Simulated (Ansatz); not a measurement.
Input file:

```
crystal:
  lattice:
    - [3.3357192112, -3.7274979312, -0.0048915279]
    - [3.3357192112, 3.7274979312, -0.0048915279]
    - [-0.2245901512, 0.0, 4.3323982936]
  atoms:
    - { symbol: Al, position: [0.3446566195, 0.974658413, 0.2560838253] }
    - { symbol: Al, position: [0.6553433805, 0.025341587, 0.7439161747] }
    - { symbol: Al, position: [0.025341587, 0.6553433805, 0.7439161747] }
    - { symbol: Al, position: [0.974658413, 0.3446566195, 0.2560838253] }
    - { symbol: Ga, position: [0.5, 0.5, 0.0] }
    - { symbol: Ru, position: [0.8373383516, 0.8373383516, 0.2423383515] }
    - { symbol: Ru, position: [0.1626616484, 0.1626616484, 0.7576616485] }
basis:
  ecutwfc: 420
kpoints:
  mp_grid: { grid: [6, 6, 8] }
hamiltonian:
  xc: pbe
scf:
  occupations: { method: gaussian, width: 0.1 }
output:
  forces: true
  stress: true
  eigenvalues: true
  write_density: true
  write_potential: true
  elf: true
  volumetric_format: npy
relax:
  adjacent_minimum: "off"
  f_tol: 0.01
  max_steps: 30
  cell: { stress_tol: 0.1, fix: [volume] }
```

Launched as:

```sh
ansatz run input.yaml --threads 1 --pin off --max-ram 2560MiB --backend cpu --events-out ev --progress --plain --runs-dir out
```

Below, planes, directions and counts refer to the conventional cell (a = 6.66 Å, b = 7.46 Å, c = 4.34 Å, α = 90.00°, β = 92.48°, γ = 90.00°).

The fields are those of the run's last geometry, not of the input's.

Space group C2/m; a generated structure, not necessarily the stable one; changed on purpose from its base cell (volume × 0.97, shape and atoms relaxed); computed pressure about 4 GPa in this cell; computed without spin polarisation.

All numbers below come from DFT PBE, scalar-relativistic, plane waves, PAW (Ansatz 0.2.0).

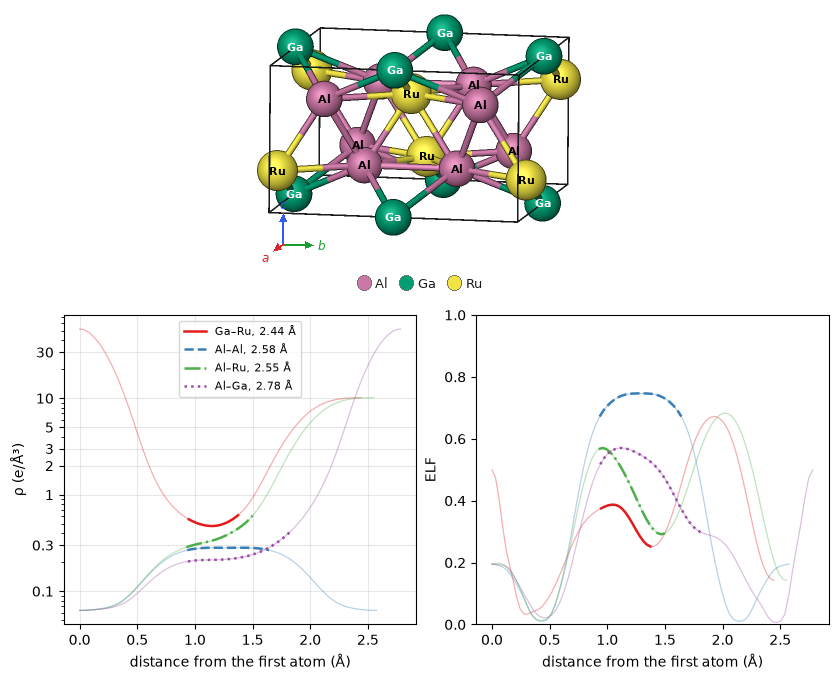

Al$_{4}$GaRu$_{2}$. Valence charge density (pseudo) and electron localisation function along straight lines between neighbouring atoms. Thin, pale parts lie inside the atomic spheres. The structure is drawn too.

In a PAW calculation such maps are meaningful between the atoms, not at the nuclei.

Q: What can be read from the curves?

A: Ga–Ru (2.44 Å): ρ is about 0.49 e/Å³ halfway; the ELF is about 0.30 at the midpoint.
Al–Al (2.58 Å): ρ at the midpoint is about 0.28 e/Å³; the ELF peaks at about 0.75 between the atoms.
Al–Ru (2.55 Å): the density is about 0.38 e/Å³ at the midpoint; the ELF is about 0.40 at the midpoint.
Al–Ga (2.78 Å): ρ at the midpoint is about 0.22 e/Å³; the ELF is about 0.50 at the midpoint.
